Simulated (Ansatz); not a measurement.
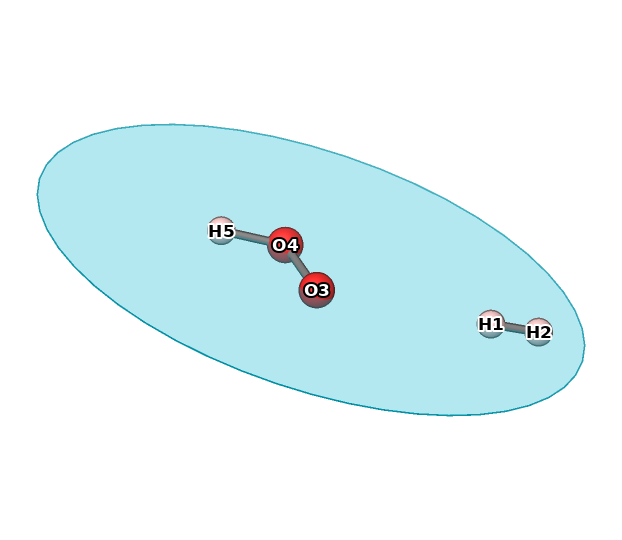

A disc through the centre of mass is drawn in. Atoms fade into the background with distance from the viewer. State: neutral, doublet. Computed geometry: PBE0-D4/def2-TZVP optimisation.

> Is the plane of the disc a mirror plane of the structure?

Yes. The reflection leaves H1, H2, O3, O4, H5 in place. The point group is Cs.
